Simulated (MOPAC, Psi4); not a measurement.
Two rigid molecules brought together: CH2O ··· O2S (SMILES C=O and O=S=O). Monomers: optimised at B3LYP-D3(BJ) (def2-TZVP), held rigid. Orientation: lowest of the rigid-body minima from ten starts at GFN2-xTB. Only R, the distance of the centres of mass, is varied, so the lowest point isn't the relaxed dimer.

Geometry at R = 2.61 Å (first 4 atoms: monomer A):
```
7

C     -0.0058     0.0010     0.0002
O      1.1747    -0.2022    -0.0499
H     -0.7432    -0.8245     0.0373
H     -0.4257     1.0257     0.0124
O      2.4087     1.5783    -1.9219
S      2.2893     1.8070    -0.5066
O      1.1712     2.5691    -0.0181
```

MP2/aug-cc-pVDZ = DF-MP2/aug-cc-pVDZ, frozen core, counterpoise-corrected in Psi4; PM6, restricted, heats of formation (MOPAC); HF/aug-cc-pVDZ, counterpoise-corrected (Psi4); BLYP-D3(BJ)/def2-TZVP, counterpoise-corrected (Psi4); SAPT0/jun-cc-pVDZ, frozen core (Psi4).

Interaction energies in kcal/mol (negative: bound); R is the distance of the centres of mass, d the H4···O7 distance.

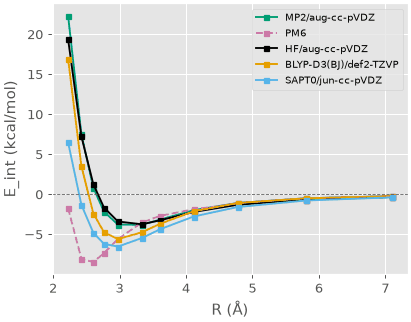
Fig. 1. Interaction energy against separation.

```csv
R / Å,d / Å,MP2/aug-cc-pVDZ,PM6,HF/aug-cc-pVDZ,BLYP-D3(BJ)/def2-TZVP,SAPT0/jun-cc-pVDZ
2.23,1.86,22.33,-1.70,19.41,16.94,6.51
2.43,2.05,7.53,-8.05,7.26,3.54,-1.30
2.61,2.22,0.83,-8.45,1.27,-2.39,-4.79
2.77,2.37,-2.16,-7.35,-1.64,-4.72,-6.18
2.98,2.57,-3.76,-5.59,-3.38,-5.58,-6.52
3.34,2.92,-3.80,-3.51,-3.73,-4.74,-5.45
3.62,3.20,-3.13,-2.67,-3.22,-3.65,-4.33
4.12,3.69,-1.98,-1.85,-2.19,-2.11,-2.76
4.78,4.34,-1.07,-1.19,-1.30,-1.08,-1.58
5.81,5.35,-0.49,-0.66,-0.65,-0.49,-0.76
7.10,6.64,-0.22,-0.36,-0.32,-0.22,-0.37
```

Lowest grid point: MP2/aug-cc-pVDZ -3.80 kcal/mol at R = 3.34 Å; PM6 -8.45 kcal/mol at R = 2.61 Å; HF/aug-cc-pVDZ -3.73 kcal/mol at R = 3.34 Å; BLYP-D3(BJ)/def2-TZVP -5.58 kcal/mol at R = 2.98 Å; SAPT0/jun-cc-pVDZ -6.52 kcal/mol at R = 2.98 Å.
